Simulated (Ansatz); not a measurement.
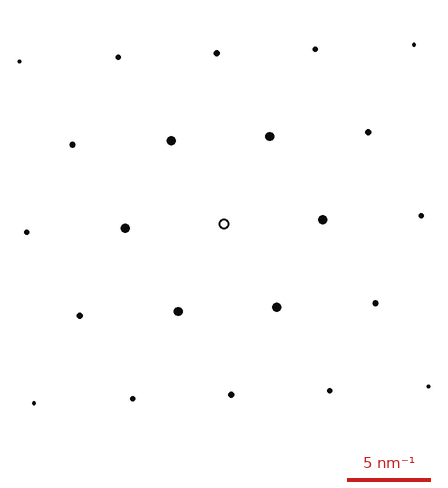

The pattern is a kinematic simulation for 200 kV electrons (no multiple scattering; isotropic B = 1 Å²).

Read the repeat vectors of the pattern off the scale bar.

Answer. The spots form a hexagonal net with both shortest vectors at d = 1.68 Å, 60.0° apart.

What is the point symmetry of the pattern, intensities included?

Answer. 6mm. Such a pattern arises along the three- or sixfold axis of a trigonal, hexagonal or cubic crystal.

What was simulated?

Answer. This cannot be fixed from one zone alone; the pattern is [111] of Ce, space group Fm-3m (No. 225), a = 4.75 Å. The net vectors are -2 2 0 and -2 0 2. Structure: the input geometry of an electronic-structure calculation (not necessarily at equilibrium).
